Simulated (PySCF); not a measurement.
# Fe, Fe⁺, Fe²⁺: ionisation energies in ANO-RCC-VTZP, part 3 of 3

Each state of iron is computed at each level; their differences give the ionisation energy. How far do the methods differ?

PySCF 2.14.0; ANO-RCC-VTZP, scalar relativity by spin-free X2C-1e. The scripts are equivalent inputs of a driver's runs.

### 6 Fe²⁺

Level: UHF.

File input.py:

```python
from pyscf import gto, scf, dft, mp, cc
import basis_set_exchange as bse
mol = gto.M(atom="Fe 0 0 0", charge=2, spin=4, symmetry="D2h",
            basis=gto.basis.parse(bse.get_basis("ANO-RCC-VTZP", elements=["Fe"], fmt="nwchem")),
            nucmod="G")
mf = scf.UHF(mol).sfx2c1e()
mf.irrep_nelec = {'Ag': (5, 3), 'B1g': (1, 1), 'B2g': (1, 0), 'B3g': (1, 0), 'B1u': (2, 2), 'B2u': (2, 2), 'B3u': (2, 2)}
mf.kernel()
```

What it wrote:

```text
damping factor = 0
level_shift factor = 0
DIIS = <class 'pyscf.scf.diis.CDIIS'>
diis_start_cycle = 1
diis_space = 10
diis_damp = 0
SCF conv_tol = 1e-09
SCF conv_tol_grad = None
number electrons alpha = 14  beta = 10
cycle= 1 E= -1270.54639852167  delta_E= -0.00475  |g|= 0.0256  |ddm|= 0.0336
cycle= 2 E= -1270.54650406328  delta_E= -0.000106  |g|= 0.00482  |ddm|= 0.00584
cycle= 3 E= -1270.54650961416  delta_E= -5.55e-06  |g|= 0.000959  |ddm|= 0.00204
cycle= 4 E= -1270.54650993427  delta_E= -3.2e-07  |g|= 0.000422  |ddm|= 0.000511
cycle= 5 E= -1270.54651003549  delta_E= -1.01e-07  |g|= 7.12e-05  |ddm|= 0.000394
cycle= 6 E= -1270.54651003863  delta_E= -3.13e-09  |g|= 6.42e-06  |ddm|= 7.46e-05
cycle= 7 E= -1270.54651003864  delta_E= -1.84e-11  |g|= 9.55e-07  |ddm|= 4.48e-06
converged SCF energy = -1270.54651003864  <S^2> = 6.0034569  2S+1 = 5.0013825
```

CPU time 0.47 s on a shared host, the integrals not counted.

Orbital energies by shell (radii are means over both spins):

```
shell  electrons  mean orbital energy (eV)  spread (eV)  rms radius (bohr)
 1s α          1                   -7193.5            0             0.0675
 1s β          1                   -7193.4            0             0.0675
 2s α          1                   -902.45            0              0.288
 2s β          1                   -899.15            0              0.288
 2p α          3                   -768.32        0.923              0.260
 2p β          3                   -765.06        0.004              0.260
 3s α          1                   -138.68            0              0.871
 3s β          1                   -129.06            0              0.871
 3p α          3                   -99.289        2.059              0.935
 3p β          3                   -87.652        1.519              0.935
 3d α          5                   -36.710        2.414               1.20
 3d β          1                   -31.242            0               1.20
```

⟨S²⟩ = 6.003, ⟨L²⟩ = 6.02.

Spin-orbit constants on these orbitals (cm⁻¹; bare nucleus, screened nucleus, mean field): 3d 784.5, 482.8, n/a. To first order in LS coupling the lowest level has J = 4 and lies 0.0599 eV below the centre of the term.

Level: LDA.

input.py, as changed from the run before:

```diff
@@ -5,3 +5,3 @@
             nucmod="G")
-mf = scf.UHF(mol).sfx2c1e()
+mf = dft.UKS(mol, xc="LDA,VWN").sfx2c1e()
 mf.irrep_nelec = {'Ag': (5, 3), 'B1g': (1, 1), 'B2g': (1, 0), 'B3g': (1, 0), 'B1u': (2, 2), 'B2u': (2, 2), 'B3u': (2, 2)}
```

What it wrote:

```text
damping factor = 0
level_shift factor = 0
DIIS = <class 'pyscf.scf.diis.CDIIS'>
diis_start_cycle = 1
diis_space = 10
diis_damp = 0
SCF conv_tol = 1e-09
SCF conv_tol_grad = None
number electrons alpha = 14  beta = 10
XC functionals = LDA,VWN
    P. A. M. Dirac.,  Math. Proc. Cambridge Philos. Soc. 26, 376 (1930)
    F. Bloch.,  Z. Phys. 57, 545 (1929)
    S. H. Vosko, L. Wilk, and M. Nusair.,  Can. J. Phys. 58, 1200 (1980)
cycle= 1 E= -1269.13709804483  delta_E= -0.0106  |g|= 0.081  |ddm|= 0.137
cycle= 2 E= -1269.13579740282  delta_E= 0.0013  |g|= 0.119  |ddm|= 0.0686
cycle= 3 E= -1269.13839880893  delta_E= -0.0026  |g|= 0.0021  |ddm|= 0.038
cycle= 4 E= -1269.13839959543  delta_E= -7.87e-07  |g|= 8.76e-05  |ddm|= 0.000781
cycle= 5 E= -1269.13839959812  delta_E= -2.68e-09  |g|= 2.75e-05  |ddm|= 6.23e-05
cycle= 6 E= -1269.13839959828  delta_E= -1.64e-10  |g|= 4.11e-06  |ddm|= 1.35e-05
converged SCF energy = -1269.13839959828  <S^2> = 6.0014558  2S+1 = 5.0005823
```

It used 0.99 s of CPU time after the integrals (shared host).

Level: PBE.

input.py, as changed from the run before:

```diff
@@ -5,3 +5,3 @@
             nucmod="G")
-mf = dft.UKS(mol, xc="LDA,VWN").sfx2c1e()
+mf = dft.UKS(mol, xc="PBE").sfx2c1e()
 mf.irrep_nelec = {'Ag': (5, 3), 'B1g': (1, 1), 'B2g': (1, 0), 'B3g': (1, 0), 'B1u': (2, 2), 'B2u': (2, 2), 'B3u': (2, 2)}
```

What it wrote:

```text
damping factor = 0
level_shift factor = 0
DIIS = <class 'pyscf.scf.diis.CDIIS'>
diis_start_cycle = 1
diis_space = 10
diis_damp = 0
SCF conv_tol = 1e-09
SCF conv_tol_grad = None
number electrons alpha = 14  beta = 10
XC functionals = PBE
    J. P. Perdew, K. Burke, and M. Ernzerhof.,  Phys. Rev. Lett. 77, 3865 (1996)
    J. P. Perdew, K. Burke, and M. Ernzerhof.,  Phys. Rev. Lett. 78, 1396 (1997)
    J. P. Perdew, K. Burke, and M. Ernzerhof.,  Phys. Rev. Lett. 77, 3865 (1996)
    J. P. Perdew, K. Burke, and M. Ernzerhof.,  Phys. Rev. Lett. 78, 1396 (1997)
cycle= 1 E= -1271.46964096007  delta_E= -0.00901  |g|= 0.0705  |ddm|= 0.131
cycle= 2 E= -1271.4686888714  delta_E= 0.000952  |g|= 0.103  |ddm|= 0.062
cycle= 3 E= -1271.4706845269  delta_E= -0.002  |g|= 0.00229  |ddm|= 0.0335
cycle= 4 E= -1271.47068561543  delta_E= -1.09e-06  |g|= 0.00013  |ddm|= 0.000955
cycle= 5 E= -1271.47068562237  delta_E= -6.95e-09  |g|= 3.86e-05  |ddm|= 0.000111
cycle= 6 E= -1271.47068562271  delta_E= -3.35e-10  |g|= 4.44e-06  |ddm|= 1.87e-05
converged SCF energy = -1271.47068562271  <S^2> = 6.0011641  2S+1 = 5.0004656
```

CPU time 1.6 s on a shared host, the integrals not counted.

Level: PBE0.

input.py, as changed from the run before:

```diff
@@ -5,3 +5,3 @@
             nucmod="G")
-mf = dft.UKS(mol, xc="PBE").sfx2c1e()
+mf = dft.UKS(mol, xc="PBE0").sfx2c1e()
 mf.irrep_nelec = {'Ag': (5, 3), 'B1g': (1, 1), 'B2g': (1, 0), 'B3g': (1, 0), 'B1u': (2, 2), 'B2u': (2, 2), 'B3u': (2, 2)}
```

What it wrote:

```text
damping factor = 0
level_shift factor = 0
DIIS = <class 'pyscf.scf.diis.CDIIS'>
diis_start_cycle = 1
diis_space = 10
diis_damp = 0
SCF conv_tol = 1e-09
SCF conv_tol_grad = None
number electrons alpha = 14  beta = 10
XC functionals = PBE0
    C. Adamo and V. Barone.,  J. Chem. Phys. 110, 6158 (1999)
    M. Ernzerhof and G. E. Scuseria.,  J. Chem. Phys. 110, 5029 (1999)
cycle= 1 E= -1271.50590999455  delta_E= -0.00605  |g|= 0.0289  |ddm|= 0.0774
cycle= 2 E= -1271.50592461749  delta_E= -1.46e-05  |g|= 0.0288  |ddm|= 0.0179
cycle= 3 E= -1271.50607233857  delta_E= -0.000148  |g|= 0.00263  |ddm|= 0.00956
cycle= 4 E= -1271.50607388531  delta_E= -1.55e-06  |g|= 0.000248  |ddm|= 0.0011
cycle= 5 E= -1271.50607392333  delta_E= -3.8e-08  |g|= 1.74e-05  |ddm|= 0.000263
cycle= 6 E= -1271.50607392356  delta_E= -2.3e-10  |g|= 1.26e-06  |ddm|= 2.45e-05
converged SCF energy = -1271.50607392356  <S^2> = 6.0015116  2S+1 = 5.0006046
```

It used 1.7 s of CPU time after the integrals (shared host).

Level: r2SCAN.

input.py, as changed from the run before:

```diff
@@ -5,3 +5,3 @@
             nucmod="G")
-mf = dft.UKS(mol, xc="PBE0").sfx2c1e()
+mf = dft.UKS(mol, xc="R2SCAN").sfx2c1e()
 mf.irrep_nelec = {'Ag': (5, 3), 'B1g': (1, 1), 'B2g': (1, 0), 'B3g': (1, 0), 'B1u': (2, 2), 'B2u': (2, 2), 'B3u': (2, 2)}
```

What it wrote:

```text
damping factor = 0
level_shift factor = 0
DIIS = <class 'pyscf.scf.diis.CDIIS'>
diis_start_cycle = 1
diis_space = 10
diis_damp = 0
SCF conv_tol = 1e-09
SCF conv_tol_grad = None
number electrons alpha = 14  beta = 10
XC functionals = R2SCAN
    J. W. Furness, A. D. Kaplan, J. Ning, J. P. Perdew, and J. Sun.,  J. Phys. Chem. Lett. 11, 8208-8215 (2020)
    J. W. Furness, A. D. Kaplan, J. Ning, J. P. Perdew, and J. Sun.,  J. Phys. Chem. Lett. 11, 9248-9248 (2020)
    J. W. Furness, A. D. Kaplan, J. Ning, J. P. Perdew, and J. Sun.,  J. Phys. Chem. Lett. 11, 8208-8215 (2020)
    J. W. Furness, A. D. Kaplan, J. Ning, J. P. Perdew, and J. Sun.,  J. Phys. Chem. Lett. 11, 9248-9248 (2020)
cycle= 1 E= -1271.6874038222  delta_E= -0.00601  |g|= 0.0365  |ddm|= 0.0822
cycle= 2 E= -1271.68730069847  delta_E= 0.000103  |g|= 0.0439  |ddm|= 0.0257
cycle= 3 E= -1271.68765349432  delta_E= -0.000353  |g|= 0.00195  |ddm|= 0.0145
cycle= 4 E= -1271.68765419585  delta_E= -7.02e-07  |g|= 0.000173  |ddm|= 0.000638
cycle= 5 E= -1271.68765420798  delta_E= -1.21e-08  |g|= 1.34e-05  |ddm|= 0.000133
cycle= 6 E= -1271.6876542081  delta_E= -1.23e-10  |g|= 1.61e-06  |ddm|= 1.75e-05
converged SCF energy = -1271.6876542081  <S^2> = 6.0019935  2S+1 = 5.0007973
```

It used 3.5 s of CPU time after the integrals (shared host).

Level: LC-wPBE.

input.py, as changed from the run before:

```diff
@@ -5,3 +5,3 @@
             nucmod="G")
-mf = dft.UKS(mol, xc="R2SCAN").sfx2c1e()
+mf = dft.UKS(mol, xc="LC_WPBE").sfx2c1e()
 mf.irrep_nelec = {'Ag': (5, 3), 'B1g': (1, 1), 'B2g': (1, 0), 'B3g': (1, 0), 'B1u': (2, 2), 'B2u': (2, 2), 'B3u': (2, 2)}
```

What it wrote:

```text
damping factor = 0
level_shift factor = 0
DIIS = <class 'pyscf.scf.diis.CDIIS'>
diis_start_cycle = 1
diis_space = 10
diis_damp = 0
SCF conv_tol = 1e-09
SCF conv_tol_grad = None
number electrons alpha = 14  beta = 10
XC functionals = LC_WPBE
    O. A. Vydrov and G. E. Scuseria.,  J. Chem. Phys. 125, 234109 (2006)
cycle= 1 E= -1271.54363667203  delta_E= -0.00839  |g|= 0.0361  |ddm|= 0.0843
cycle= 2 E= -1271.54377788896  delta_E= -0.000141  |g|= 0.0269  |ddm|= 0.0168
cycle= 3 E= -1271.54390271077  delta_E= -0.000125  |g|= 0.00456  |ddm|= 0.00906
cycle= 4 E= -1271.54390794903  delta_E= -5.24e-06  |g|= 0.000415  |ddm|= 0.00211
cycle= 5 E= -1271.54390810732  delta_E= -1.58e-07  |g|= 7.31e-05  |ddm|= 0.000553
cycle= 6 E= -1271.54390811252  delta_E= -5.19e-09  |g|= 9.39e-06  |ddm|= 0.000116
cycle= 7 E= -1271.54390811274  delta_E= -2.28e-10  |g|= 3.72e-06  |ddm|= 2.6e-05
converged SCF energy = -1271.54390811274  <S^2> = 6.0010866  2S+1 = 5.0004346
```

It used 11 s of CPU time after the integrals (shared host).

Level: B97-3.

input.py, as changed from the run before:

```diff
@@ -5,3 +5,3 @@
             nucmod="G")
-mf = dft.UKS(mol, xc="LC_WPBE").sfx2c1e()
+mf = dft.UKS(mol, xc="HYB_GGA_XC_B97_3").sfx2c1e()
 mf.irrep_nelec = {'Ag': (5, 3), 'B1g': (1, 1), 'B2g': (1, 0), 'B3g': (1, 0), 'B1u': (2, 2), 'B2u': (2, 2), 'B3u': (2, 2)}
```

What it wrote:

```text
damping factor = 0
level_shift factor = 0
DIIS = <class 'pyscf.scf.diis.CDIIS'>
diis_start_cycle = 1
diis_space = 10
diis_damp = 0
SCF conv_tol = 1e-09
SCF conv_tol_grad = None
number electrons alpha = 14  beta = 10
XC functionals = HYB_GGA_XC_B97_3
    T. W. Keal and D. J. Tozer.,  J. Chem. Phys. 123, 121103 (2005)
cycle= 1 E= -1271.58377239474  delta_E= -0.00519  |g|= 0.0201  |ddm|= 0.0658
cycle= 2 E= -1271.58379073801  delta_E= -1.83e-05  |g|= 0.0171  |ddm|= 0.0105
cycle= 3 E= -1271.58384121963  delta_E= -5.05e-05  |g|= 0.00284  |ddm|= 0.006
cycle= 4 E= -1271.58384269078  delta_E= -1.47e-06  |g|= 0.00015  |ddm|= 0.000911
cycle= 5 E= -1271.58384270396  delta_E= -1.32e-08  |g|= 1.41e-05  |ddm|= 0.000151
cycle= 6 E= -1271.58384270409  delta_E= -1.29e-10  |g|= 1.31e-06  |ddm|= 1.74e-05
converged SCF energy = -1271.58384270409  <S^2> = 6.0023583  2S+1 = 5.0009432
```

It used 1.8 s of CPU time after the integrals (shared host).

Level: wB97X.

input.py, as changed from the run before:

```diff
@@ -5,3 +5,3 @@
             nucmod="G")
-mf = dft.UKS(mol, xc="HYB_GGA_XC_B97_3").sfx2c1e()
+mf = dft.UKS(mol, xc="WB97X").sfx2c1e()
 mf.irrep_nelec = {'Ag': (5, 3), 'B1g': (1, 1), 'B2g': (1, 0), 'B3g': (1, 0), 'B1u': (2, 2), 'B2u': (2, 2), 'B3u': (2, 2)}
```

What it wrote:

```text
damping factor = 0
level_shift factor = 0
DIIS = <class 'pyscf.scf.diis.CDIIS'>
diis_start_cycle = 1
diis_space = 10
diis_damp = 0
SCF conv_tol = 1e-09
SCF conv_tol_grad = None
number electrons alpha = 14  beta = 10
XC functionals = WB97X
    J.-D. Chai and M. Head-Gordon.,  J. Chem. Phys. 128, 084106 (2008)
cycle= 1 E= -1271.75078091747  delta_E= -0.00539  |g|= 0.0147  |ddm|= 0.0587
cycle= 2 E= -1271.75084961912  delta_E= -6.87e-05  |g|= 0.00284  |ddm|= 0.00854
cycle= 3 E= -1271.75085239149  delta_E= -2.77e-06  |g|= 0.00205  |ddm|= 0.00228
cycle= 4 E= -1271.75085321417  delta_E= -8.23e-07  |g|= 0.000393  |ddm|= 0.000732
cycle= 5 E= -1271.750853286  delta_E= -7.18e-08  |g|= 5.16e-05  |ddm|= 0.000328
cycle= 6 E= -1271.7508532892  delta_E= -3.2e-09  |g|= 7.04e-06  |ddm|= 9.32e-05
cycle= 7 E= -1271.75085328931  delta_E= -1.16e-10  |g|= 2.4e-06  |ddm|= 1.87e-05
converged SCF energy = -1271.75085328931  <S^2> = 6.0020198  2S+1 = 5.0008079
```

CPU time 11 s on a shared host, the integrals not counted.

Level: MP2 (valence).

input.py, as changed from the run before:

```diff
@@ -5,4 +5,5 @@
             nucmod="G")
-mf = dft.UKS(mol, xc="WB97X").sfx2c1e()
+mf = scf.UHF(mol).sfx2c1e()
 mf.irrep_nelec = {'Ag': (5, 3), 'B1g': (1, 1), 'B2g': (1, 0), 'B3g': (1, 0), 'B1u': (2, 2), 'B2u': (2, 2), 'B3u': (2, 2)}
 mf.kernel()
+mp.UMP2(mf, frozen=9).kernel()
```

No log was kept for this step.

CPU time 0.14 s on a shared host, the integrals not counted.

With 6 electrons correlated, the MP2 correlation energy is -0.12365 hartree (-0.07218 same spin, -0.05147 opposite spin); the SCS form gives -0.08582. Largest pairs of shells: 3d-3d -0.1236.

### 7 Fe²⁺, continued

Level: MP2 (valence and next inner shell).

Edit input.py of step 6 so:

```diff
@@ -8,2 +8,2 @@
 mf.kernel()
-mp.UMP2(mf, frozen=9).kernel()
+mp.UMP2(mf, frozen=5).kernel()
```

This step left no log, only its results.

CPU time 0.2 s on a shared host, the integrals not counted.

With 14 electrons correlated, the MP2 correlation energy is -0.42751 hartree (-0.15205 same spin, -0.27546 opposite spin); the SCS form gives -0.38123. Largest pairs of shells: 3p-3d -0.1880, 3d-3d -0.1236, 3p-3p -0.0693, 3s-3p -0.0225, 3s-3d -0.0208.

### 8 Orbital energies side by side

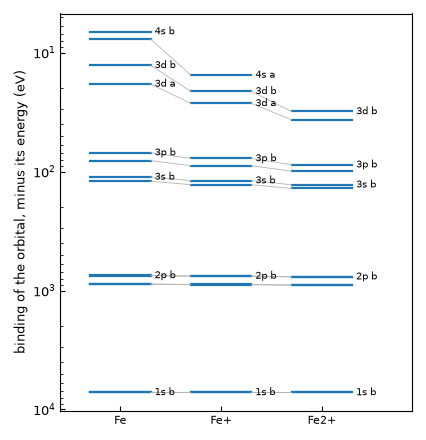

Hartree-Fock orbital energies of the states on a logarithmic scale (a, b: spin up and down; * marks an excited configuration).

### 9 The energy differences

Ionisation energy: Fe [Ar] 3d6 4s2 (5D) → Fe⁺ [Ar] 3d6 4s1 (6D).

```csv
method,value (eV),error (eV),"CPU time, both states (s)"
UHF,6.440,-1.464,3.3
LDA,8.216,+0.312,2.4
PBE,7.894,-0.010,3.8
PBE0,7.680,-0.224,4.3
LC-wPBE,7.521,-0.383,24
B97-3,8.115,+0.211,4.3
wB97X,8.311,+0.407,24
MP2 (valence),7.437,-0.467,3.6
SCS-MP2 (valence),7.597,-0.307,3.6
MP2 (valence and next inner shell),7.527,-0.377,3.8
SCS-MP2 (valence and next inner shell),7.607,-0.297,3.8
```

Reference: 7.904 eV (measured; NIST levels, between the centres of gravity of the two terms). Errors of the correlated levels include the incompleteness of this basis. r2SCAN left the intended state, by the run's own check, and is left out.

Ionisation energy: Fe⁺ [Ar] 3d6 4s1 (6D) → Fe²⁺ [Ar] 3d6 (5D).

```csv
method,value (eV),error (eV),"CPU time, both states (s)"
UHF,15.339,-0.860,0.97
LDA,17.065,+0.866,2
PBE,16.805,+0.606,3.2
PBE0,16.491,+0.292,3.5
r2SCAN,16.675,+0.476,7.2
LC-wPBE,16.295,+0.096,23
B97-3,16.214,+0.015,3.5
wB97X,15.904,-0.295,22
MP2 (valence),15.828,-0.371,1.2
SCS-MP2 (valence),15.628,-0.571,1.2
MP2 (valence and next inner shell),16.046,-0.154,1.4
SCS-MP2 (valence and next inner shell),15.864,-0.335,1.4
```

Reference: 16.199 eV (measured; NIST Atomic Spectra Database, ionization energies). Errors of the correlated levels include the incompleteness of this basis.

Times are CPU seconds on a shared host without the integrals; correlated rows include their Hartree-Fock run, whose time holds the symmetry-adapted start and any spin-orbit constants, while functionals begin from orbitals already made.

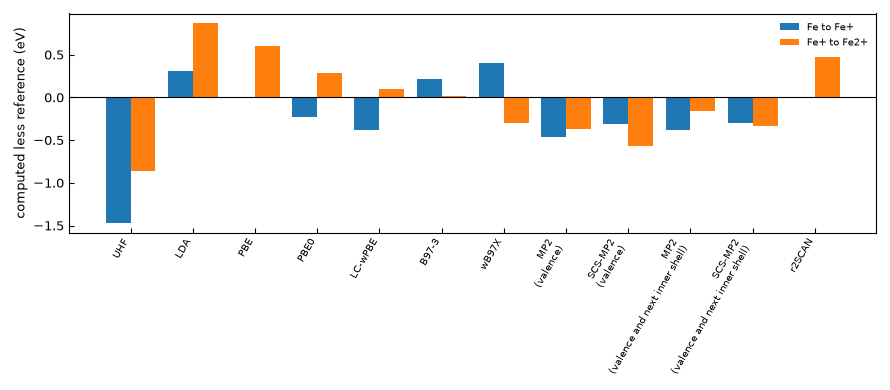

Computed less reference values by method.

### 10 Results

This closing draws on all 3 parts.

| quantity | value |
| --- | --- |
| ionisation energy, Fe | UHF 6.440, MP2 (valence and next inner shell) 7.527 eV; reference 7.904 |
| ionisation energy, Fe⁺ | UHF 15.339, MP2 (valence and next inner shell) 16.046 eV; reference 16.199 |

Each level's miss and price (over 2 differences):

```csv
method,mean absolute miss against the measured values (with the measured fine structure taken into account where it is known) (eV),"CPU time, both states (s)"
UHF,1.162,2.2
LDA,0.589,2.2
PBE,0.308,3.5
PBE0,0.258,3.9
LC-wPBE,0.239,23
B97-3,0.113,3.9
wB97X,0.351,23
MP2 (valence),0.419,2.4
SCS-MP2 (valence),0.439,2.4
MP2 (valence and next inner shell),0.265,2.6
SCS-MP2 (valence and next inner shell),0.316,2.6
```

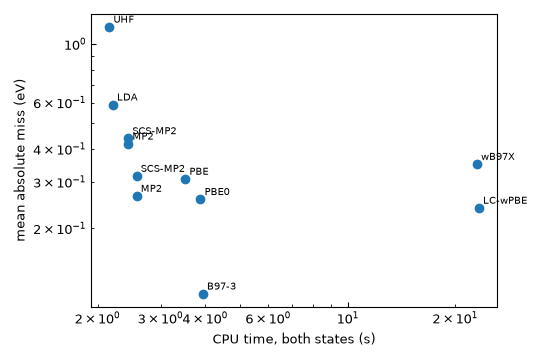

Miss against the measured values (with the measured fine structure taken into account where it is known) and CPU time.

**Reading.** Against experiment B97-3 comes closest (mean absolute error over 2 measured values 0.11 eV) and UHF is farthest (1.16 eV). Hartree-Fock falls short because the species with more electrons holds more correlation energy, which it lacks. PBE is off by -0.01, +0.61 eV. All values hold for this basis alone; no basis-set limit was taken. The dearest level timed, LC-wPBE, costs 11 times the cheapest, UHF, and differs from the measured values (with the measured fine structure taken into account where it is known) by 0.24 against 1.16 eV.
